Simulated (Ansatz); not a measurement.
C under a change: Ru on a C site, symmetric start

The parent structure is a 16-atom supercell of C in the diamond structure (space group Fd-3m, No. 227; a = 3.572 Å) at its relaxed geometry.

Now apply this change: a neutral Ru on a C site, symmetric start, atoms relaxed at fixed cell.

Calculations: PBE (Ansatz, a first-principles code), without spin-orbit coupling, earlier PAW set. Γ-centred 6×6×6 mesh, Fermi–Dirac width 0.01 eV.

| quantity | base | changed | shift |
|---|---|---|---|
| pressure | 0.0 GPa | 69.3 GPa | +69.3 GPa |
| energy gained by relaxation | – | 7.53 eV | – |
| largest displacement of a host atom from its site in the perfect cell | – | 0.20 Å | – |
| mean distance from the defect site to its nearest host atoms | 1.55 Å | 1.75 Å | +0.20 Å |

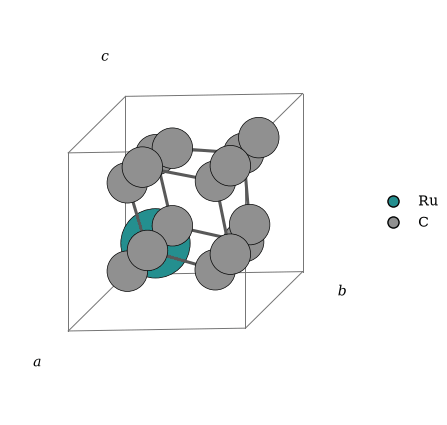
Fig. 1. The relaxed cell after the change

The magnetic state is the one reached from the starting moments; the real material's order can differ, and small cells can't hold many antiferromagnetic ones. In so small a cell the defect repeats every few ångströms: this is an ordered compound, not a dilute defect. The defect started on the symmetric site and kept its symmetry, so it may sit on a saddle. Starting moments died away, wholly or in part, for Ru on a C site; another magnetic solution may exist. The defect cell is spin-polarised and ends with 0.0 μB.
